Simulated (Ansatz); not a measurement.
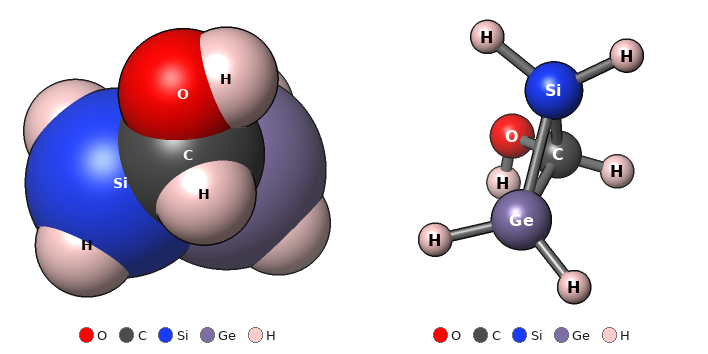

The same structure drawn twice, from different directions.

**What is the molecular formula?**

CH₆GeOSi, 10 atoms: 1 carbon, 6 hydrogen, 1 germanium, 1 oxygen and 1 silicon.

**Write the SMILES.**

O[C@H]1[SiH2][GeH2]1

More results for the same structure follow; atom numbers are the same in all pictures, views and colours differ. Computed geometry: PBE0-D4/def2-TZVP optimisation. No frequency run is at hand to confirm it as a minimum.

## Symmetry

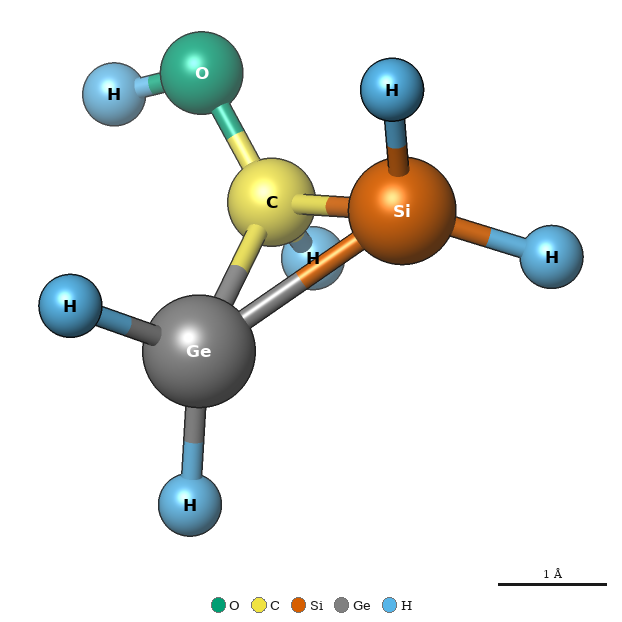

Distant atoms are faded towards the background colour. No frequency run is at hand to confirm it as a minimum. Masses are those of the most abundant isotopes; constants are for the rigid equilibrium geometry.

**Classify the rotor and give the rotational constants (MHz).**

An asymmetric top (C1): A = 4662, B = 2852, C = 1934 MHz. Ray's parameter κ is −0.33, nearer the prolate limit.

## Levels of theory compared

No frequency run is at hand to confirm it as a minimum. Program: Ansatz 0.2.0.

At this fixed geometry, give HOMO–LUMO gap (eV) at these levels: B3LYP-D4/def2-TZVPP; PBE-D4/def2-TZVPP; PBE0-D4/def2-TZVPP; r2SCAN-D4/def2-TZVPP; ωB97M-V/def2-TZVPP; ωB97X-V/def2-TZVPP.

```json
{"level": "B3LYP-D4/def2-TZVPP", "HOMO–LUMO gap (eV)": "5.59"}
{"level": "PBE-D4/def2-TZVPP", "HOMO–LUMO gap (eV)": "4.11"}
{"level": "PBE0-D4/def2-TZVPP", "HOMO–LUMO gap (eV)": "6.01"}
{"level": "r2SCAN-D4/def2-TZVPP", "HOMO–LUMO gap (eV)": "4.59"}
{"level": "ωB97M-V/def2-TZVPP", "HOMO–LUMO gap (eV)": "9.75"}
{"level": "ωB97X-V/def2-TZVPP", "HOMO–LUMO gap (eV)": "10.15"}
```

## Dipole moment

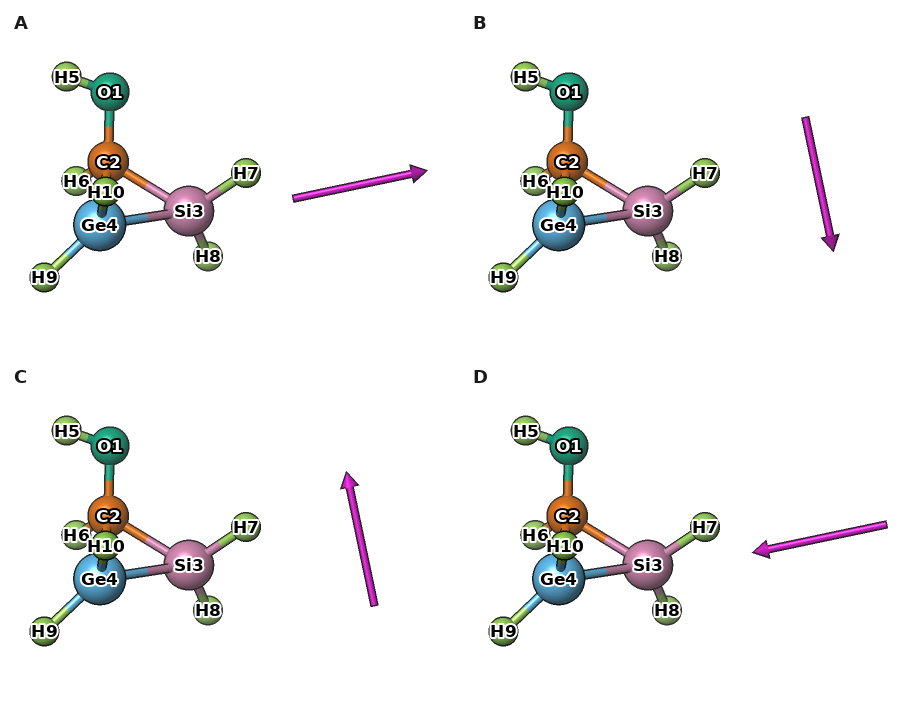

The same molecule four times, each with an arrow. No frequency run is at hand to confirm it as a minimum. Level of theory: RKS PBE-D4/def2-TZVPP (Ansatz 0.2.0).

**Which arrow points along the dipole moment, from the negative to the positive end?**

D. The dipole moment is 1.24 D; it points from the side of H7 to the side of H9 (the outermost atoms at the two ends).

## Charges

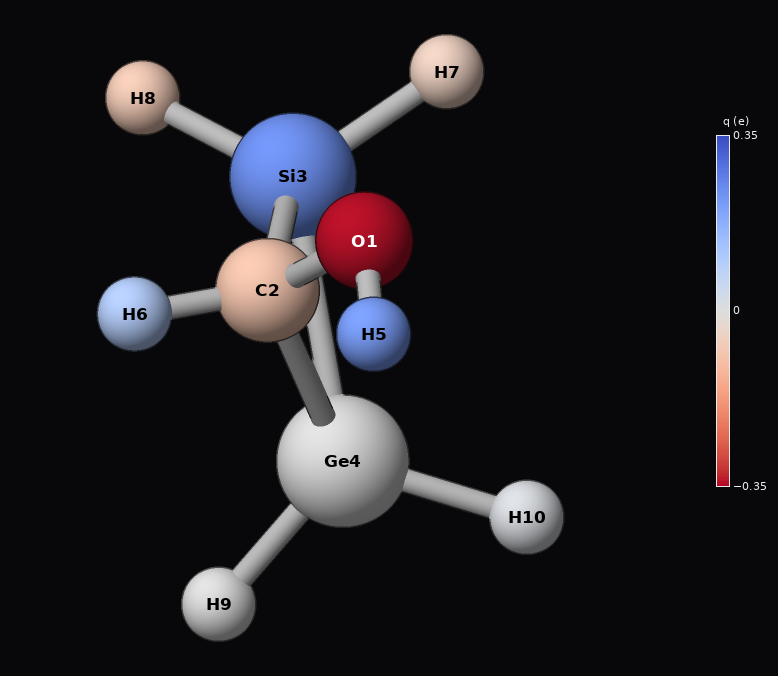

Atoms are coloured by their Mulliken charges. No frequency run is at hand to confirm it as a minimum. Method: RKS r2SCAN-D4/def2-TZVPP (Ansatz 0.2.0).

**Which atom carries the highest charge (most positive or least negative)?**

Si3 (0.23 e).

**And the lowest?**

O1 (−0.34 e).

List the Mulliken charges.

| atom | value (e) |
| --- | --- |
| O1 | −0.34 |
| C2 | −0.08 |
| Si3 | 0.23 |
| Ge4 | 0.00 |
| H5 | 0.21 |
| H6 | 0.09 |
| H7 | −0.05 |
| H8 | −0.07 |
| H9 | 0.00 |
| H10 | 0.01 |

Mulliken values depend strongly on the basis set and can even reverse the polarity of a bond.
